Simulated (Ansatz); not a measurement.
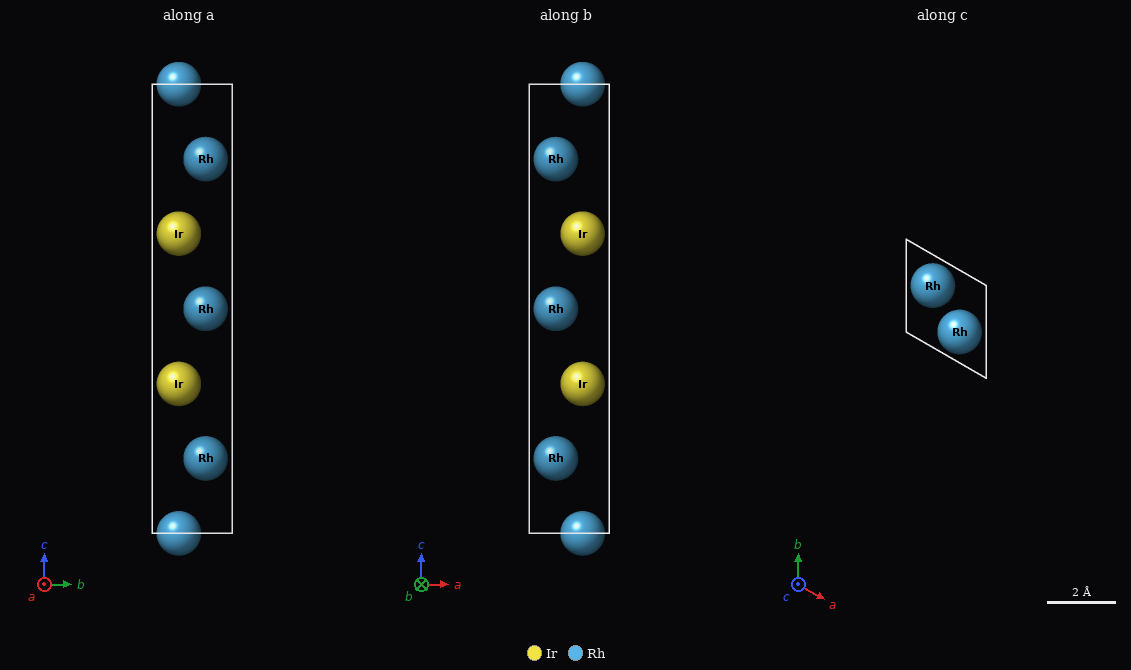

Structure drawing (spheres-only), viewed along the a axis, along the b axis and along the c axis. The conventional unit cell is drawn as a box.

Lattice parameters: a = 2.731 Å, b = 2.731 Å, c = 13.226 Å, α = 90.00°, β = 90.00°, γ = 120.00°. Put a along x and b in the xy plane.

> Transcribe the picture into a POSCAR file.

```
Ir Rh
1.0
     2.731    0.000    0.000
    -1.366    2.365    0.000
     0.000    0.000   13.226
Ir Rh
2 4
Direct
  0.6667 0.3333 0.3327
  0.6667 0.3333 0.6673
  0.6667 0.3333 0.0000
  0.3333 0.6667 0.8332
  0.3333 0.6667 0.1668
  0.3333 0.6667 0.5000
```

Its origin is a structure type filled with these elements by a generator (whether the compound takes this form wasn't checked). Earlier steps of the study, as a rule a relaxation of our own, may have changed the cell and positions, so they can lie some per cent off the listed ones. A calculation with Ansatz used it as input.
